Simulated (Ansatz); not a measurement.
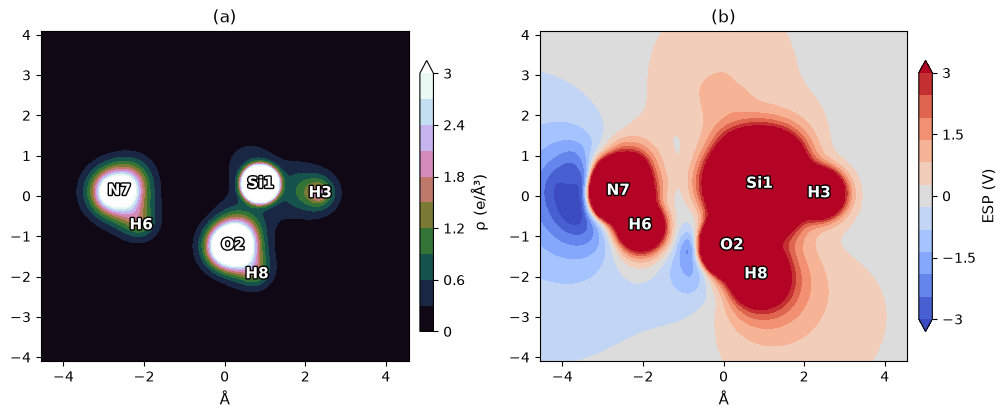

The picture shows: H5NOSi···NH3. (a) total electron density; (b) electrostatic potential on the plane of atoms O2, Si1 and H3.

Level of theory: RKS PBE0-D4/def2-SVP in Ansatz 0.2.0.

Input file:

```
crystal:
  periodic: [false, false, false]
  atoms:
    - { symbol: Si, position_ang: [0.112717, -1.046893, -0.004625] }
    - { symbol: O, position_ang: [-1.202414, -0.577841, -1.017448] }
    - { symbol: H, position_ang: [-0.041601, -2.537573, 0.087623] }
    - { symbol: H, position_ang: [1.451264, -0.752362, -0.579326] }
    - { symbol: "N", position_ang: [0.024874, -0.242766, 1.511286] }
    - { symbol: H, position_ang: [-0.400596, 1.525078, -1.301548] }
    - { symbol: "N", position_ang: [0.285638, 1.996081, -0.714361] }
    - { symbol: H, position_ang: [-1.642176, -1.344461, -1.399108] }
    - { symbol: H, position_ang: [0.867421, 0.077447, 1.972637] }
    - { symbol: H, position_ang: [-0.727377, -0.410944, 2.165231] }
    - { symbol: H, position_ang: [1.194965, 1.611152, -0.958006] }
    - { symbol: H, position_ang: [0.077184, 1.703081, 0.237645] }
basis:
  gaussian: { orbitals: def2-SVP }
hamiltonian:
  xc: pbe0
  dispersion: d4
relax:
  f_tol: 0.03
  max_steps: 50
output:
  orbitals: {}
```

Command:

```sh
ansatz run input.yaml --threads 2 --pin off --max-ram 3072MiB --backend cpu --events-out ev --progress --plain --runs-dir out
```

The fields are those of the relaxed geometry.

> What does the map show?

The section cuts through Si, O, H and N sites. O2···H6 (2.34 Å): the density falls to about 0.09 e/Å³ on the way: by its geometry a hydrogen bond between the two molecules, with no shared pair. Si–O (1.67 Å): the density is about 1.1 e/Å³ at the midpoint. O–H (0.96 Å): the density is about 3.7 e/Å³ at the midpoint. N–H (1.02 Å): ρ at the midpoint is about 2.8 e/Å³. Si–H (1.50 Å): the density is about 0.76 e/Å³ at the midpoint. Outside the dense part of the complex the potential is most negative (−3.7 V) near N7.
